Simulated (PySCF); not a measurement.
Dissociation curve of CHN, SMILES C#N. The C1–N3 bond (C1 also carries H; N3 carries nothing else) is varied alone, starting from the PBE0/def2-TZVP optimised geometry.

Computed with: RKS-BHandHLYP = restricted BHandHLYP/6-31G (PySCF 2.14.0); UKS-BHandHLYP = PySCF with unrestricted BHandHLYP/6-31G; RKS-LDA (SVWN5) = PySCF with restricted LDA (SVWN5)/6-31G.

Magnitude of the dipole moment (D; its direction can reverse along the curve, and a method can change to another solution) and Mulliken charge of the fragment that holds C1:

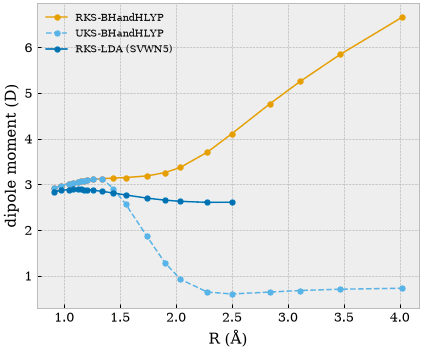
Figure. Dipole moment against bond length.

| R / Å | μ RKS-BHandHLYP | q RKS-BHandHLYP | μ UKS-BHandHLYP | q UKS-BHandHLYP | μ RKS-LDA (SVWN5) | q RKS-LDA (SVWN5) |
|---|---|---|---|---|---|---|
| 0.91 | 2.92 | -0.04 | 2.92 | -0.04 | 2.84 | -0.13 |
| 0.97 | 2.97 | 0.06 | 2.97 | 0.06 | 2.87 | -0.02 |
| 1.04 | 3.02 | 0.16 | 3.02 | 0.16 | 2.89 | 0.10 |
| 1.08 | 3.04 | 0.20 | 3.04 | 0.20 | 2.89 | 0.15 |
| 1.12 | 3.06 | 0.24 | 3.06 | 0.24 | 2.89 | 0.19 |
| 1.15 | 3.07 | 0.26 | 3.07 | 0.26 | 2.89 | 0.21 |
| 1.18 | 3.08 | 0.28 | 3.08 | 0.28 | 2.89 | 0.23 |
| 1.20 | 3.09 | 0.28 | 3.09 | 0.28 | 2.88 | 0.24 |
| 1.26 | 3.11 | 0.30 | 3.11 | 0.30 | 2.87 | 0.26 |
| 1.34 | 3.13 | 0.29 | 3.13 | 0.29 | 2.85 | 0.26 |
| 1.44 | 3.14 | 0.27 | 2.91 | 0.25 | 2.81 | 0.24 |
| 1.55 | 3.15 | 0.23 | 2.57 | 0.19 | 2.77 | 0.20 |
| 1.74 | 3.19 | 0.18 | 1.86 | 0.08 | 2.70 | 0.15 |
| 1.90 | 3.26 | 0.15 | 1.29 | 0.02 | 2.66 | 0.12 |
| 2.04 | 3.37 | 0.14 | 0.92 | -0.01 | 2.63 | 0.10 |
| 2.28 | 3.71 | 0.16 | 0.64 | -0.02 | 2.61 | 0.09 |
| 2.50 | 4.11 | 0.18 | 0.60 | -0.02 | 2.61 | 0.08 |
| 2.84 | 4.77 | 0.21 | 0.64 | -0.01 | — | — |
| 3.11 | 5.26 | 0.23 | 0.68 | -0.01 | — | — |
| 3.47 | 5.85 | 0.24 | 0.71 | 0.00 | — | — |
| 4.02 | 6.66 | 0.25 | 0.73 | 0.00 | — | — |

A dash means that the run gave no value there, or that the column was ended at a point which the program doubted or which failed a test of continuity chosen for this set; such a test can also cut sound points.

At the longest distance RKS-BHandHLYP leaves fractional charges on the fragments, a sign of delocalisation error or of the restricted form. The restricted form behind RKS-BHandHLYP, RKS-LDA (SVWN5) keeps the bonding electrons paired and can't separate into open-shell fragments. The unrestricted solution behind UKS-BHandHLYP changes between 1.44 and 1.55 Å and between 1.55 and 1.74 Å, which can leave a kink. The unrestricted determinant behind UKS-BHandHLYP is spin-contaminated at 1.44 to 4.02 Å (<S²> up to 3.0, against 0.00 for a pure singlet).
